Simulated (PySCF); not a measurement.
# C$_{4}$H$_{6}$F$_{2}$O$_{2}$Si: what the fields show

```xyz
15

O    -1.2109   -0.5372    1.6971
C    -1.6109   -0.3926    0.5789
C    -0.6954   -0.0531   -0.5700
F    -1.3998   -0.0926   -1.7584
C    -0.1598    1.3813   -0.3559
O     0.9040    1.3520    0.5405
Si    1.6016   -0.1125    0.7906
C     0.5212   -0.9718   -0.5576
F     0.1567   -2.2747   -0.2933
H    -2.6764   -0.4618    0.3031
H    -0.9418    2.0381    0.0385
H     0.1713    1.7714   -1.3255
H     2.9792   -0.0358    0.3168
H     1.3834   -0.6192    2.1283
H     0.9735   -0.9835   -1.5551
```

Geometry: GFN2-xTB.

Method: PBE0/pcSseg-1, SCF density, gas phase, non-relativistic in PySCF.

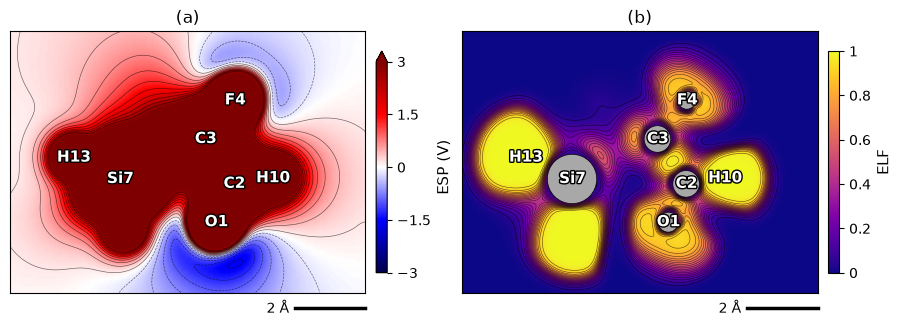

Figure 1. (a) electrostatic potential; (b) ELF on the plane of atoms O1, C2 and H10. Grey discs cover the atomic cores in the ELF map.

Question: What does the map show?

Answer: The plane passes through O, C, F, Si and H nuclei.
C–O (1.20 Å): the ELF peaks at about 0.85 between the atoms (a multiple bond).
C–F (1.38 Å): the ELF peaks at about 0.85 between the atoms, as expected for a shared but strongly polarised pair.
C–C (1.51 Å): the ELF peaks at about 0.95 between the atoms, as expected for localised, covalent bonding.
C–H (1.10 Å): the ELF climbs to about 1 towards the hydrogen, as it does in any bond to H (an ordinary covalent bond to hydrogen).
Si–H (1.46 Å): the ELF climbs to about 1 towards the hydrogen.
The ELF also peaks beside O1 and F4, away from the bonds: lone-pair regions.
Outside the dense part of the molecule the potential is most negative (−1.6 V) near O1.

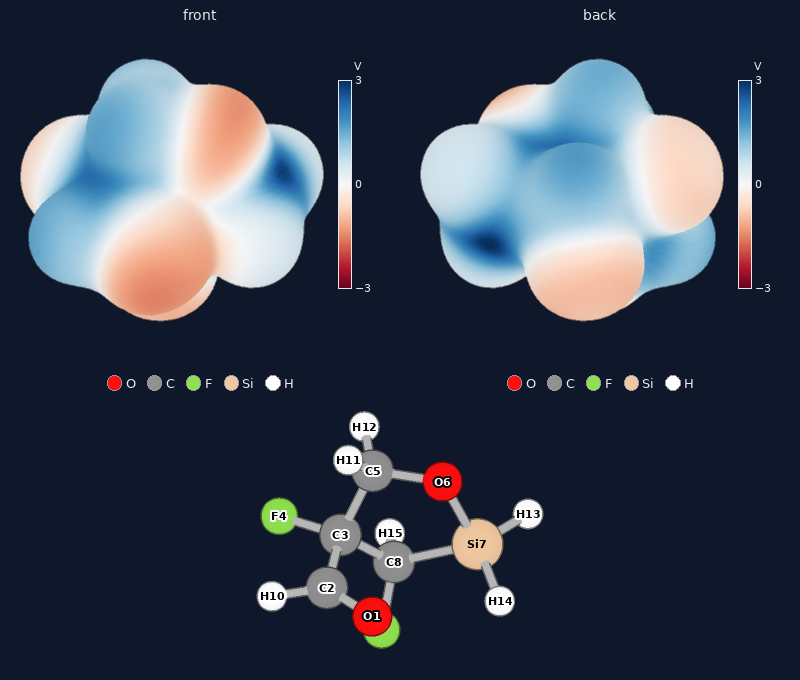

Figure 2. The molecular electrostatic potential painted on the density surface at 0.004 e/bohr³, seen from the front and from behind; red is negative and blue positive. The bare structure is drawn below in the same view.

Question: Which sites attract a positive test charge, and which a negative one?

Answer: A positive charge is drawn to the negative regions and a negative charge to the positive ones. The most negative region (about −1.4 V) lies over O1, the most positive (about +2.8 V) over Si7. O1 is the likeliest acceptor of a hydrogen bond.

Question: How polar is the molecule by this calculation?

Answer: Its dipole moment is 1.73 D.
